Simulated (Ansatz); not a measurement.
# Does disorder add resistance in series? Pt(111) layers displaced at 180 K

Two lengths of the disordered region are known. What area resistance does the third give?

**Method.** Ansatz 0.2.0, plane waves with PAW datasets at their recommended cutoffs (420 eV for most), Fermi-Dirac smearing; ballistic transmission by layer matching. The area resistance is RA = A (h/2e²)(1/T − 1/N), with T the zone-mean transmission per spin and N the lead's channels, both averaged over a few energies near the Fermi level; for magnets each spin is taken apart, with h/e², and the two conduct in parallel. Lateral cell 2x2, PBE, a fresh random draw for each length. Atoms are displaced independently, by 0.0494 Å r.m.s. per direction; each RA is scaled by the nominal over the drawn mean square displacement.

Results; the value marked ? is to be predicted:

| length (Å) | channels N | RA (fΩ m²) |
| --- | --- | --- |
| 9.06 | 6.753 | 0.0732 |
| 18.1 | 6.753 | 0.124 |
| 27.2 | 6.713 | ? |

**Fit on the rows shown.**

Ohm's law makes RA linear in the length: the slope is (0.124 − 0.0732)/(18.1 − 9.06) = 5.58×10⁻³ fΩ m² per Å, or 5.6 µΩ cm. Then 0.124 + 5.58×10⁻³ × 9.06. Predicted: 0.174 fΩ m².

Check against the run:

0.190 fΩ m², so the prediction is 8.3 % too low. The three lengths together give 6.5 µΩ cm. The two increments are 0.051 and 0.066 fΩ m², roughly as Ohm's law has it, though with one draw for each length that is a weak test.

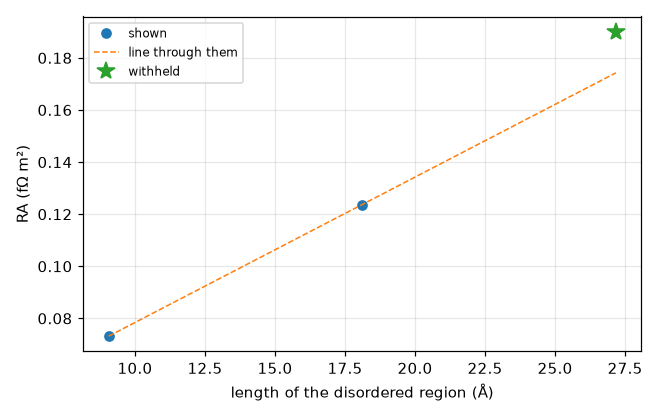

Area resistance against length.

**Limits.** The scatterers repeat sideways with the small cell. The slope is a raw one; a model of isotropic scattering puts it 1.09 times the bulk value over these lengths. Spin-orbit coupling is left out, which matters for Pt.
